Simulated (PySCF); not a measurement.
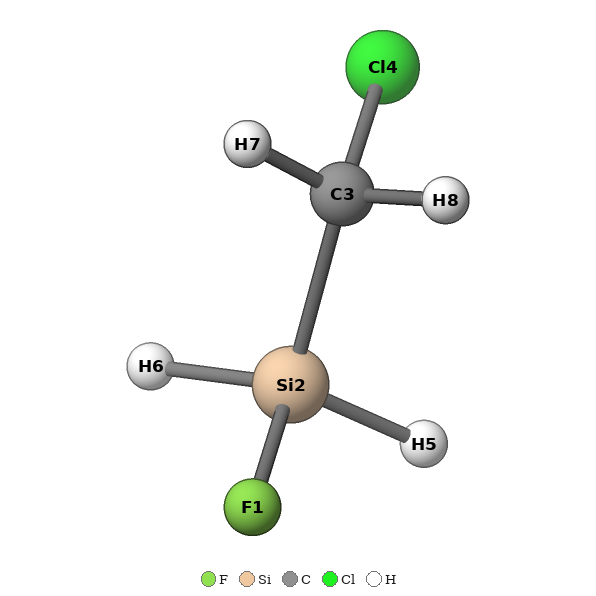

The computed structure is the end point of a PBE0-D3(BJ)/def2-SVP optimisation. No frequency run is at hand to confirm it as a minimum. Electric field gradients from the ground-state density, B3LYP/6-31G* (PySCF 2.14.0), non-relativistic apart from any core potentials.

Give the largest field-gradient component, the quadrupole coupling constant and the asymmetry for 35Cl at Cl4 (Q = −81.7 mb), 2H at H5 (Q = 2.86 mb), 2H at H7 (Q = 2.86 mb).

```tsv
atom	V_zz (a.u.)	e²qQ/h (MHz)	η
Cl4	3.734	−71.7	0.05
H5	0.147	0.099	0.01
H7	0.276	0.185	0.06
```
